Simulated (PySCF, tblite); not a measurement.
C₇H₁₃O₂S⁺, SMILES COC(=O)[C@@H]1CCC[S@+]1C, geometry in Å:

```xyz
23

C      3.6104     0.8328     0.3561
O      2.3790     0.2189     0.7535
C      1.3739     0.2234    -0.0891
O      1.3389     0.7199    -1.1822
C      0.1762    -0.5313     0.5010
C     -0.4329    -1.5151    -0.4908
C     -1.8446    -1.8079    -0.0039
C     -2.4987    -0.4584     0.2480
S     -1.1965     0.6175     0.9730
C     -1.1263     1.9358    -0.2624
H      3.7384     1.7508     0.9293
H      3.5960     1.0524    -0.7117
H      4.4090     0.1332     0.5940
H      0.4740    -1.0105     1.4356
H      0.1713    -2.4206    -0.5384
H     -0.4467    -1.0675    -1.4873
H     -1.8108    -2.3949     0.9146
H     -2.4132    -2.3691    -0.7439
H     -2.8376     0.0076    -0.6751
H     -3.3232    -0.5113     0.9555
H     -0.8557     1.5468    -1.2399
H     -0.3830     2.6618     0.0564
H     -2.1028     2.4127    -0.2821
```

GIAO shifts, PBE0/pcSseg-1, PySCF, at a GFN2-xTB geometry (a minimum by its frequencies), against H₂O for ¹⁷O computed at the same level (¹⁷O: a single water molecule, while the usual scale starts at liquid water and gives values some tens of ppm lower). Gas phase, fully decoupled, line heights follow the number of nuclei, widths are arbitrary (no quadrupolar broadening); values of one conformer, averaged over methyl-type rotors and exact or near symmetry; other conformers aren't averaged in.

**Predict the ¹⁷O spectrum.**

2 signals.


```
δ (ppm)  nuclei  atoms
  441.2       1     O4
  214.2       1     O2
```

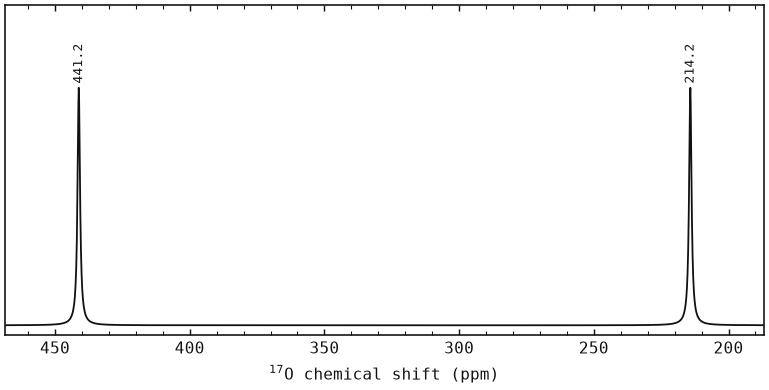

Known limits of this run: the tight-binding geometry is rougher than a DFT one and adds to the error.
